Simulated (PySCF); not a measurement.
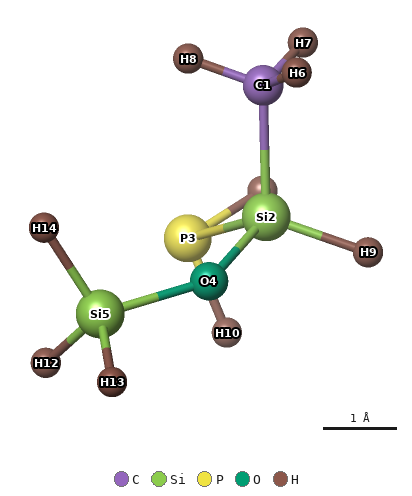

Figure 1. The structure (ball-and-stick view, seen at a tilt; atoms are numbered from 1 in the order of the input).

**What a change does: excited-state calculation on CH9OPSi2**

System: CH9OPSi2, SMILES C[Si@H](P)O[SiH3].
Method of run A: TDDFT HF/def2-SVPD, vertical, gas phase, core orbitals frozen in the response (PySCF 2.14.0).

The geometry comes from this level: PBE0-D3(BJ)/def2-SVP. Text and figures count atoms from 1; the logs count them from 0 in places.

Input file, run A:
```
{"job": {"kind": "uv", "xc": "HF", "basis": "def2-SVPD", "ip": true}, "charge": 0, "multiplicity": 1}
C     -1.466583    -1.217888     0.807804
Si    -0.232632     0.137864     0.444962
P     -0.973736     1.315958    -1.347494
O      1.250754    -0.509902     0.057908
Si     2.103933    -1.221674    -1.173066
H     -1.110878    -1.851957     1.635076
H     -2.441604    -0.794412     1.096521
H     -1.618682    -1.857343    -0.075664
H     -0.031697     0.994482     1.650068
H     -0.106353     2.426461    -1.111420
H     -2.056884     1.884933    -0.606518
H      2.124145    -0.332015    -2.373767
H      3.498331    -1.454163    -0.702979
H      1.486238    -2.529411    -1.551383
```

The first line tells a small driver script what to run in PySCF; the rest is the geometry in Å.

Hardware: 1 CPU thread, shared host.

Output (run A):
```
final grid: 106544 points
cycle   1  E = -1036.2122447767  dE =  3.781e-02  |g| = 5.756e-01  |ddm| = 4.164e+00
cycle   2  E = -1036.2827727225  dE = -7.053e-02  |g| = 3.491e-01  |ddm| = 1.312e+00
cycle   3  E = -1036.3074574110  dE = -2.468e-02  |g| = 7.036e-02  |ddm| = 4.174e-01
cycle   4  E = -1036.3093704949  dE = -1.913e-03  |g| = 1.058e-02  |ddm| = 2.413e-01
cycle   5  E = -1036.3094485478  dE = -7.805e-05  |g| = 3.192e-03  |ddm| = 4.645e-02
cycle   6  E = -1036.3094576094  dE = -9.062e-06  |g| = 9.265e-04  |ddm| = 1.337e-02
cycle   7  E = -1036.3094583881  dE = -7.788e-07  |g| = 2.481e-04  |ddm| = 3.408e-03
cycle   8  E = -1036.3094584446  dE = -5.642e-08  |g| = 5.546e-05  |ddm| = 1.123e-03
cycle   9  E = -1036.3094584475  dE = -2.950e-09  |g| = 1.842e-05  |ddm| = 2.596e-04
cycle  10  E = -1036.3094584478  dE = -2.699e-10  |g| = 5.560e-06  |ddm| = 7.268e-05
converged SCF energy = -1036.3094584478

Static polarisability (au): isotropic 89.162, principal 80.878 89.960 96.648

Singlet excitations
state   eV       nm        f      main configurations
  1   6.8707    180.5   0.02049   H->L+5 0.48, H->L+2 0.18, H->L+9 0.10
  2   7.2189    171.7   0.05774   H->L 0.59, H->L+8 0.11, H->L+3 0.11
  3   7.9011    156.9   0.41567   H->L+4 0.62, H->L+8 0.12
  4   8.2538    150.2   0.01701   H->L+5 0.26, H->L+2 0.24, H->L+9 0.14
  5   8.7143    142.3   0.01949   H-1->L 0.26, H->L+8 0.11
  6   8.8076    140.8   0.01620   H->L+8 0.15, H-1->L 0.12, H->L+6 0.09
  7   8.9500    138.5   0.02527   H-2->L 0.18, H-2->L+1 0.10, H-1->L 0.10
  8   9.0301    137.3   0.01274
  9   9.1415    135.6   0.12641   H-1->L+5 0.19, H-1->L+2 0.12, H->L+3 0.10
 10   9.3117    133.1   0.01536   H->L+3 0.21, H-3->L+1 0.09, H->L+9 0.08

Triplet excitations (Tamm-Dancoff, eV): 5.5805 5.6373 7.0358 7.2817
Vertical ionisation energy (delta-SCF) = 8.5927 eV
```

Run B used a changed input.

The two runs side by side:

```csv
quantity,run A,run B
outcome,converged,converged
total energy (hartree),−1036.309458,−1034.263470
HOMO (eV),−9.90,−6.33
LUMO (eV),2.28,−1.20
dipole moment (D),0.90,0.93
lowest excitation (eV),6.87,5.23
SCF iterations,10,14
strongest computed line (eV),7.90,6.71
basis functions,187,187
wall time (shared host),16 s,2.1 min
```

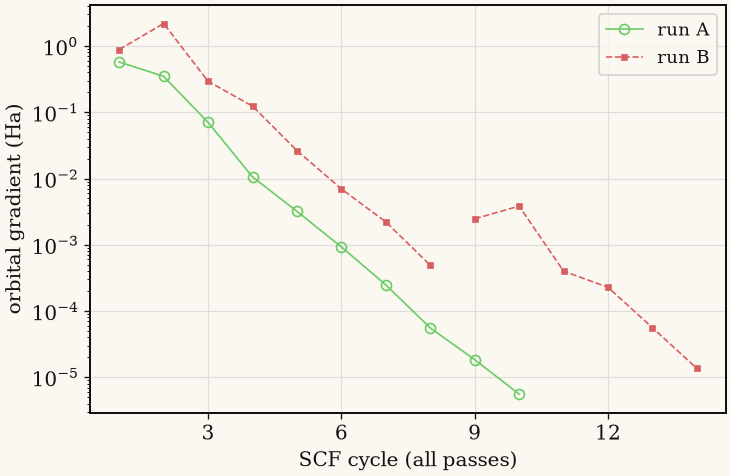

Figure 2. Convergence of the two runs: orbital gradient against the SCF cycle. A break in a curve parts two SCF passes (coarse and final grid). Run A takes 10 cycles in all, and run B takes 14.

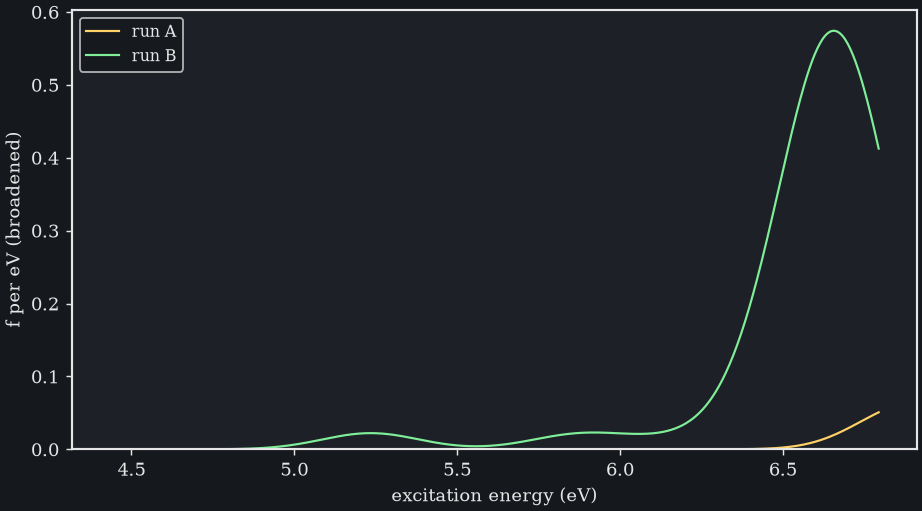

Figure 3. Absorption of the two runs from their computed states, each broadened by a Gaussian of 0.35 eV full width; the range ends where the shorter list of states ends.

Which change of the input explains these differences?

The change (lines with − go, lines with + come):
```diff
-"xc": "HF"
+"xc": "LDA"
```

The total energies belong to different methods, so their difference says nothing on which is more stable or more accurate. The HOMO goes from −9.90 to −6.33 eV. The LUMO goes from 2.28 to −1.20 eV. The dipole moment goes from 0.90 to 0.93 D. The lowest excitation goes from 6.87 to 5.23 eV. The strongest computed line goes from 7.90 to 6.71 eV. The method changes from HF to LDA. Exact exchange removes part of the self-interaction error of semilocal functionals, which pushes filled and empty levels apart. The SCF takes 14 iterations against 10.

Output (run B):
```
coarse grid: 12624 points
cycle   1  E = -1033.9629542878  dE =  1.464e-01  |g| = 8.865e-01  |ddm| = 4.757e+00
cycle   2  E = -1033.0817293081  dE =  8.812e-01  |g| = 2.191e+00  |ddm| = 3.282e+00
cycle   3  E = -1034.1049766839  dE = -1.023e+00  |g| = 2.934e-01  |ddm| = 2.633e+00
cycle   4  E = -1034.1241797548  dE = -1.920e-02  |g| = 1.238e-01  |ddm| = 5.495e-01
cycle   5  E = -1034.1279590674  dE = -3.779e-03  |g| = 2.645e-02  |ddm| = 1.691e-01
cycle   6  E = -1034.1281995743  dE = -2.405e-04  |g| = 6.968e-03  |ddm| = 5.853e-02
cycle   7  E = -1034.1282135737  dE = -1.400e-05  |g| = 2.211e-03  |ddm| = 1.543e-02
cycle   8  E = -1034.1282154511  dE = -1.877e-06  |g| = 4.908e-04  |ddm| = 5.184e-03
final grid: 106544 points
cycle   9  E = -1034.2634681296  dE = -1.779e-05  |g| = 2.469e-03  |ddm| = 7.598e-02
cycle  10  E = -1034.2634657070  dE =  2.423e-06  |g| = 3.831e-03  |ddm| = 7.765e-03
cycle  11  E = -1034.2634696647  dE = -3.958e-06  |g| = 3.995e-04  |ddm| = 4.726e-03
cycle  12  E = -1034.2634697019  dE = -3.726e-08  |g| = 2.277e-04  |ddm| = 8.783e-04
cycle  13  E = -1034.2634697122  dE = -1.024e-08  |g| = 5.590e-05  |ddm| = 2.926e-04
cycle  14  E = -1034.2634697130  dE = -7.963e-10  |g| = 1.357e-05  |ddm| = 1.052e-04
converged SCF energy = -1034.2634697130

Static polarisability (au): isotropic 102.595, principal 90.947 104.635 112.202

Singlet excitations
state   eV       nm        f      main configurations
  1   5.2342    236.9   0.00828   H->L 0.97
  2   5.8657    211.4   0.00669   H->L+1 0.88, H->L+3 0.09
  3   6.0031    206.5   0.00191   H-1->L 0.97
  4   6.1900    200.3   0.00344   H->L+2 0.87
  5   6.4236    193.0   0.01424   H-2->L 0.80, H->L+3 0.13
  6   6.5533    189.2   0.02183   H-1->L+1 0.69, H->L+4 0.23
  7   6.5963    188.0   0.05523   H->L+4 0.27, H-1->L+1 0.24, H->L+3 0.19
  8   6.6260    187.1   0.03251   H->L+4 0.39, H->L+5 0.27, H->L+3 0.18
  9   6.7055    184.9   0.09948   H->L+5 0.60, H->L+3 0.20
 10   6.7942    182.5   0.02406   H->L+6 0.85

Triplet excitations (Tamm-Dancoff, eV): 5.0098 5.4692 5.7625 5.8492
Vertical ionisation energy (delta-SCF) = 9.1114 eV
Vertical electron affinity (delta-SCF) = -0.7013 eV
```
